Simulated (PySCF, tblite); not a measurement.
**C₅H₉OSi radical: geometry, infrared bands and EPR parameters**

Wanted: the infrared bands and EPR parameters of C₅H₉OSi radical (`[O]C[C@H]1C=CC[SiH2]1`), by calculation.

Programs: tblite 0.8.0 and PySCF 2.14.0, with density-fitted response routines of our own. Each step states its level of theory. These are calculated values for one molecule in the gas phase, unless marked as measured. Atoms count from 0, in the outputs and in this text.

**1. The starting structure**

16 atoms, charge 0, multiplicity 2; geometry from: force field or distance geometry start.

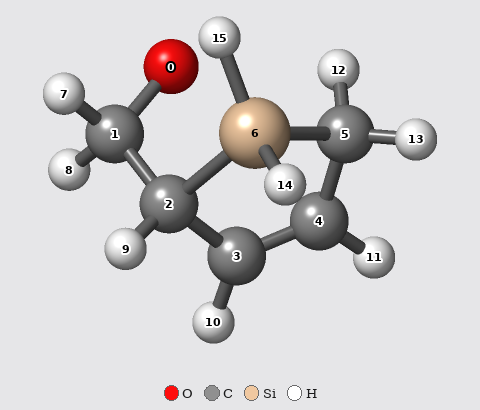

The starting geometry (oxygen red, carbon grey, silicon light orange, hydrogen white), atoms numbered; sticks join atoms by distance.

**2. Optimising the geometry with GFN2-xTB**

The job: settings as JSON, then the geometry in Å.

```
{"job": {"kind": "relax", "xc": "GFN2-xTB", "basis": "xTB"}, "charge": 0, "multiplicity": 2}
O      0.840300    -0.527000     1.758200
C      1.658300    -0.326300     0.640900
C      0.905600     0.052000    -0.589100
C     -0.076500    -0.992300    -0.960500
C     -1.253400    -0.920200    -0.453900
C     -1.605000     0.197800     0.426700
Si    -0.288900     1.438800    -0.068100
H      2.395100     0.469200     0.933100
H      2.285400    -1.238900     0.466400
H      1.537500     0.377900    -1.413300
H      0.240700    -1.831500    -1.637200
H     -2.048100    -1.695500    -0.694900
H     -1.526400    -0.068300     1.519000
H     -2.602300     0.591100     0.180300
H     -0.690000     2.280000    -1.204400
H      0.220000     2.202200     1.085300
```

Started as:

```bash
> OMP_NUM_THREADS=1 python probes_run.py task.json out
```

This one command runs all jobs of the session in turn.

The program printed:

```text
step      E/eV     max force
  0    -569.98023    4.023
  1    -570.26990    2.474
  2    -570.37600    0.665
  3    -570.42157    0.550
  4    -570.47438    0.669
  5    -570.49325    0.415
  6    -570.51789    0.300
  7    -570.52968    0.353
  8    -570.54182    0.291
  9    -570.54669    0.181
 10    -570.55012    0.137
 11    -570.55248    0.163
 12    -570.55591    0.178
 13    -570.55938    0.183
 14    -570.56368    0.209
 15    -570.56928    0.237
 16    -570.57643    0.296
 17    -570.58429    0.290
 18    -570.59203    0.233
 19    -570.59906    0.221
 20    -570.60581    0.231
 21    -570.61123    0.215
 22    -570.61513    0.162
 23    -570.61880    0.167
 24    -570.62186    0.259
 25    -570.62519    0.137
 26    -570.62779    0.163
 27    -570.62952    0.133
 28    -570.63119    0.090
 29    -570.63286    0.093
 30    -570.63436    0.092
 31    -570.63574    0.122
 32    -570.63711    0.107
 33    -570.63854    0.089
 34    -570.64006    0.105
 35    -570.64162    0.105
 36    -570.64293    0.104
 37    -570.64382    0.069
 38    -570.64449    0.057
 39    -570.64515    0.058
 40    -570.64587    0.067
 41    -570.64658    0.132
 42    -570.64717    0.072
 43    -570.64768    0.051
 44    -570.64804    0.043
 45    -570.64822    0.041
 46    -570.64849    0.042
 47    -570.64867    0.037
 48    -570.64882    0.032
 49    -570.64894    0.025
 50    -570.64910    0.034
 51    -570.64930    0.044
 52    -570.64950    0.040
 53    -570.64965    0.029
 54    -570.64975    0.020
 55    -570.64982    0.022
 56    -570.64988    0.019
 57    -570.64994    0.016
 58    -570.65000    0.018
 59    -570.65006    0.018
 60    -570.65013    0.017
 61    -570.65017    0.012
 62    -570.65019    0.009
```

It took 0.59 s on 1 thread of AMD EPYC 7R43, shared host.

Step by step: (not every step is listed)

```csv
step,energy from step 0 (eV),largest force (eV/Å)
0,0.0000,4.0226
1,-0.2897,2.4735
2,-0.3958,0.6655
3,-0.4413,0.5504
4,-0.4941,0.6686
5,-0.5130,0.4148
6,-0.5377,0.3003
7,-0.5494,0.3532
8,-0.5616,0.2906
12,-0.5757,0.1776
16,-0.5962,0.2962
20,-0.6256,0.2314
24,-0.6416,0.2595
28,-0.6510,0.0900
32,-0.6569,0.1074
36,-0.6627,0.1035
40,-0.6656,0.0666
44,-0.6678,0.0427
48,-0.6686,0.0317
52,-0.6693,0.0400
56,-0.6697,0.0194
57,-0.6697,0.0164
58,-0.6698,0.0179
59,-0.6698,0.0177
60,-0.6699,0.0173
61,-0.6699,0.0122
62,-0.6700,0.0092
```

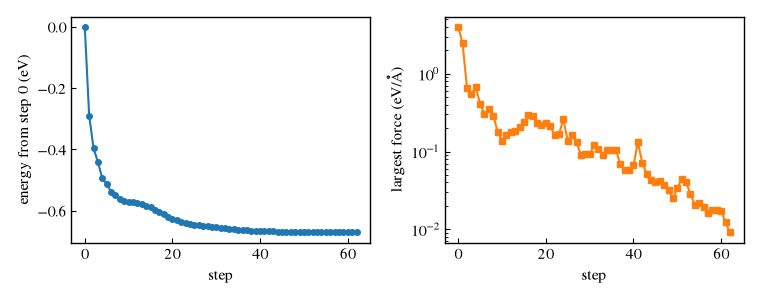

Energy and force, step by step.

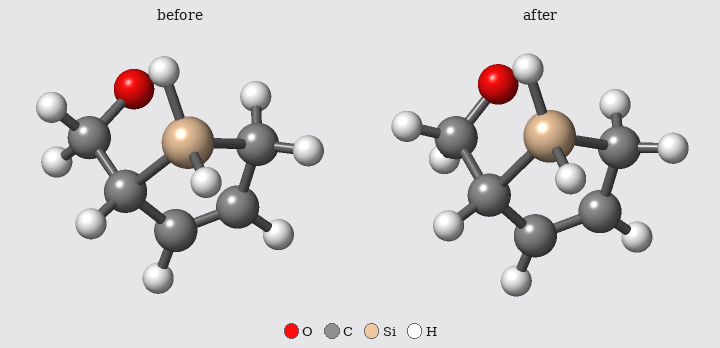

The geometry before (left) and after (right).

Close pairs (by a distance rule), those that changed most:

```csv
bond,before (Å),after (Å),change (Å)
C1–C2,1.491,1.599,+0.108
O0–C1,1.399,1.312,-0.087
C3–C4,1.283,1.344,+0.061
C4–H11,1.136,1.081,-0.055
C3–H10,1.124,1.082,-0.042
C5–Si6,1.875,1.908,+0.032
C5–H12,1.127,1.096,-0.031
Si6–H15,1.474,1.448,-0.026
```

The final coordinates are the input of the step that follows.

**3. Harmonic vibrations with GFN2-xTB**

The job: settings as JSON, then the geometry in Å.

```
{"job": {"kind": "ir", "xc": "GFN2-xTB", "basis": "xTB"}, "charge": 0, "multiplicity": 2}
O      0.814657     0.007872     1.685778
C      1.588293    -0.356997     0.691225
C      0.890784     0.130281    -0.662697
C     -0.012091    -0.957075    -1.048482
C     -1.239038    -0.956080    -0.500017
C     -1.584744     0.148755     0.418305
Si    -0.254874     1.474641     0.083433
H      2.537486     0.211915     0.668932
H      1.820861    -1.438428     0.666192
H      1.646012     0.349372    -1.412325
H      0.335643    -1.754950    -1.690471
H     -1.957297    -1.740289    -0.696780
H     -1.455570    -0.218237     1.442925
H     -2.627032     0.449135     0.324506
H     -0.712369     2.263979    -1.085318
H      0.201681     2.395050     1.103383
```

The program printed:

```text
mode    cm-1     km/mol
  1      79.8     46.81
  2     117.1      5.50
  3     183.1      5.97
  4     229.1      3.26
  5     352.8     38.44
  6     371.7     12.38
  7     433.7      6.43
  8     531.2     22.88
  9     575.7     26.18
 10     607.9     27.08
 11     647.1     70.54
 12     672.4     37.42
 13     720.7     53.00
 14     744.5     13.01
 15     792.5     52.11
 16     816.3     26.87
 17     849.4    195.21
 18     869.7      6.16
 19     908.4     20.71
 20     994.0     25.56
 21    1022.9      2.76
 22    1035.5     16.51
 23    1104.7     10.41
 24    1134.1     16.84
 25    1159.1      8.15
 26    1226.6      4.80
 27    1234.8     15.73
 28    1240.9     22.66
 29    1268.0     40.48
 30    1327.0      5.99
 31    1391.0     39.62
 32    1453.0      7.89
 33    1581.4     90.22
 34    2121.6    353.63
 35    2403.6    213.30
 36    2716.6     46.84
 37    2791.2    102.15
 38    2912.7     10.90
 39    2991.7     13.77
 40    3000.4     45.35
 41    3051.7     20.24
 42    3066.6     73.47
```

Run time: 0.8 s. Hardware: 1 thread of AMD EPYC 7R43, shared host.

The strongest bands and the atoms that carry them (share of the mass-weighted mode):

| cm⁻¹ | km/mol | atoms |
| --- | --- | --- |
| 647 | 70.5 | H14 22 %, Si6 15 %, C4 13 %, C3 10 % |
| 721 | 53.0 | H11 33 %, H10 13 % |
| 849 | 195.2 | H15 51 %, H14 42 % |
| 1581 | 90.2 | C4 47 %, C3 45 % |
| 2122 | 353.6 | H14 97 % |
| 2404 | 213.3 | H15 96 % |
| 2791 | 102.2 | H8 82 %, H7 14 % |
| 3067 | 73.5 | H11 49 %, H10 43 % |

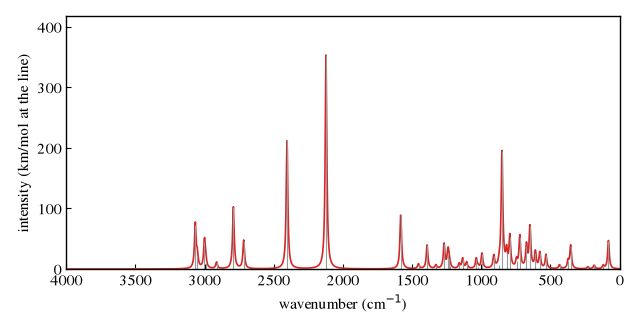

The infrared spectrum from these modes, unscaled. Lines are broadened to a width of 14 cm⁻¹ (Lorentzian).

**4. g tensor and hyperfine couplings: B3LYP/pcH-1**

The job, as its differences from that of step 3:

```diff
@@ -1,2 +1,2 @@
-{"job": {"kind": "ir", "xc": "GFN2-xTB", "basis": "xTB"}, "charge": 0, "multiplicity": 2}
+{"job": {"kind": "epr", "basis": "pcH-1"}, "charge": 0, "multiplicity": 2}
 O      0.814657     0.007872     1.685778
```

Method: UKS B3LYP, pcH-1 on C H O Si, non-relativistic, mean-field spin-orbit, GIAO.

The program printed:

```text
UKS, coarse grid
  cycle   1  E = -560.35423844  |g| = 6.96e-01
  cycle   2  E = -555.82648489  |g| = 2.32e+00
  cycle   3  E = -560.41765439  |g| = 4.58e-01
  cycle   4  E = -560.54937101  |g| = 2.46e-01
  cycle   5  E = -560.57250210  |g| = 1.67e-01
  cycle   6  E = -560.57852476  |g| = 1.22e-01
  cycle   7  E = -560.58246488  |g| = 8.90e-02
  cycle   8  E = -560.58617972  |g| = 2.23e-02
  cycle   9  E = -560.58638802  |g| = 9.04e-03
  cycle  10  E = -560.58642682  |g| = 1.92e-03
  cycle  11  E = -560.58642956  |g| = 6.97e-04
UKS, final grid
  cycle   1  E = -560.58639169  |g| = 9.87e-04
  cycle   2  E = -560.58639126  |g| = 2.09e-03
  cycle   3  E = -560.58639325  |g| = 3.36e-04
  cycle   4  E = -560.58639383  |g| = 3.08e-04
  cycle   5  E = -560.58639538  |g| = 2.97e-04
  cycle   6  E = -560.58639608  |g| = 2.09e-04
  cycle   7  E = -560.58639623  |g| = 1.27e-04
  cycle   8  E = -560.58639629  |g| = 3.37e-05
  cycle   9  E = -560.58639629  |g| = 1.10e-05
E = -560.58639629 Eh   <S^2> = 0.7564 (exact 0.7500)
g shifts (ppm)      1          2          3
  rmc          -262       -262       -262
  gc             -8         47         47
  oz_so          67       4862      34031
  total        -202       4647      33816
hyperfine (MHz)  atom isotope    a_iso     a_fc   dipolar eigenvalues
    0   17O     -44.07     -44.07   -210.71    104.37    106.34
    1   13C     -37.60     -37.60     -9.62     -0.30      9.92
    2   13C      47.25      47.25    -13.64    -12.61     26.25
    3   13C      -2.39      -2.39     -5.88      0.73      5.15
    4   13C       7.81       7.81     -8.81     -7.76     16.56
    5   13C      10.39      10.39     -3.31     -2.86      6.18
    6  29Si       4.29       4.29     -1.96      0.37      1.59
    7    1H     266.22     266.22     -7.41     -4.53     11.94
    8    1H      -2.28      -2.28     -5.67     -3.89      9.56
    9    1H       5.79       5.79     -7.00     -1.85      8.85
   10    1H       1.29       1.29     -2.49      0.01      2.47
   11    1H      -6.62      -6.62     -4.77     -0.97      5.74
   12    1H      59.42      59.42     -6.80      0.84      5.96
   13    1H      45.77      45.77     -2.44     -1.73      4.16
   14    1H      -1.66      -1.66     -1.24     -1.07      2.32
   15    1H      -1.82      -1.82     -3.18     -3.03      6.21
```

Wall time 1.8 min (1 thread of AMD EPYC 7R43, shared host); peak memory 1.1 GiB.

Principal g values 2.00212, 2.00697, 2.03614; g(iso) = 2.01507, against 2.00232 for a free electron. They are not to be trusted: the run shows nearly degenerate orbitals, where second-order g theory doesn't apply.

Hyperfine couplings, nucleus by nucleus at this fixed geometry (no averaging over rotations):

```
nuclei  isotope  a(iso) (MHz)  a(iso) (G, at g = 2.0023)  largest dipolar term (MHz)
    H7       1H         266.2                       95.0                        11.9
   H12       1H          59.4                       21.2                        -6.8
    C2      13C          47.3                       16.9                        26.3
   H13       1H          45.8                       16.3                         4.2
    O0      17O         -44.1                      -15.7                      -210.7
    C1      13C         -37.6                      -13.4                         9.9
    C5      13C          10.4                        3.7                         6.2
    C4      13C           7.8                        2.8                        16.6
   H11       1H          -6.6                       -2.4                         5.7
    H9       1H           5.8                        2.1                         8.9
   Si6     29Si           4.3                        1.5                        -2.0
    C3      13C          -2.4                       -0.9                        -5.9
    H8       1H          -2.3                       -0.8                         9.6
   H15       1H          -1.8                       -0.6                         6.2
```

Mulliken spin populations:

O0 0.69; C1 -0.03; C2 0.11; C3 -0.02; C4 0.11; C5 0.00; Si6 -0.01; H7 0.12; H8 0.00; H9 0.00; H10 0.00; H11 0.00; H12 0.01; H13 0.02; H14 0.00; H15 0.00

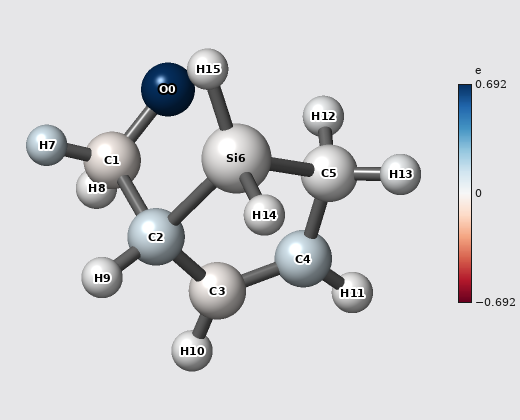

Mulliken spin populations, as colours on the atoms.

Orbitals, density, ELF and potential are computed afterwards from the orbital file.

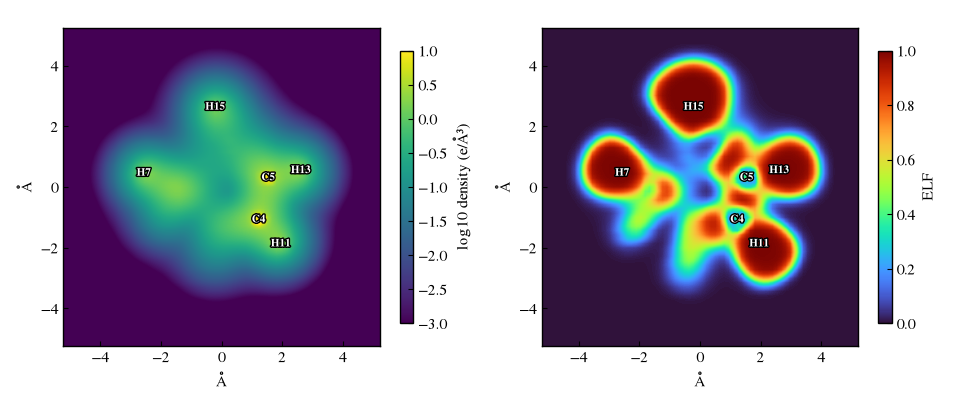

Density (left) and ELF (right) in a plane through or near 6 of the atoms.

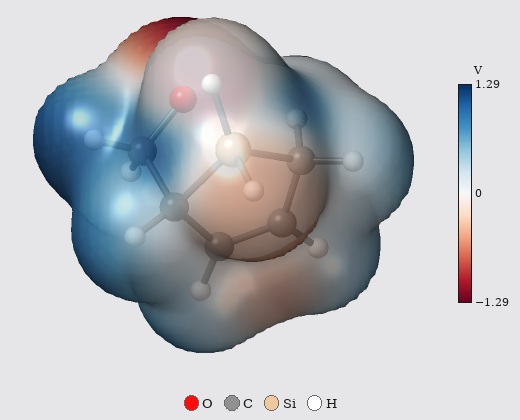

Electrostatic potential on the surface of density 0.002 e/bohr³; red is low, blue high. It runs from -1.29 V near O0 to 1.11 V near H7.

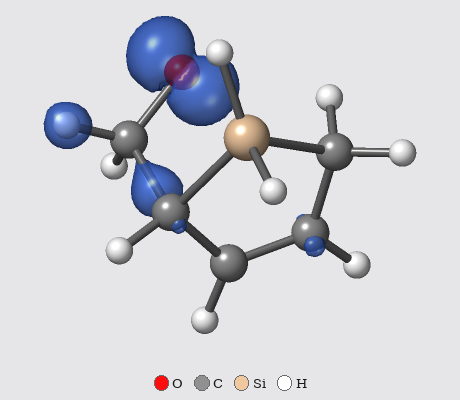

Spin density at ±0.09 e/Å³ (alpha excess blue, beta excess red).

**5. Results**

| quantity | value |
| --- | --- |
| strongest single infrared mode (GFN2-xTB) | 2122 cm⁻¹, 354 km/mol |
| zero-point energy (GFN2-xTB) | 75.4 kcal/mol |
| g(iso) (B3LYP) | 2.01507 |
| ⟨S²⟩ | 0.756 (exact 0.75) |
| largest a(iso) | 1H on H7, 266.2 MHz |
| potential on the surface of density 0.002 e/bohr³, 1st and 99th percentile | -1.29 V and 1.11 V |
| property runs in this session | 1, of which 0 failed and 1 gave unsound results |

The optimisation took 62 steps and gained 0.670 eV; among the close pairs (by a distance rule), C1–C2 changed most, from 1.491 to 1.599 Å. No mode is imaginary among the 42: a minimum at this level. The strongest single mode, at 2122 cm⁻¹, moves mainly H14. Unscaled tight-binding wavenumbers are off by several per cent, some by more. Its intensities can rank the bands wrongly. O0 carries the largest spin population, 0.69 e. The isotropic g lies 12.8 ppt above the free-electron value. These values are not to be trusted: the run shows nearly degenerate orbitals, where second-order g theory doesn't apply.
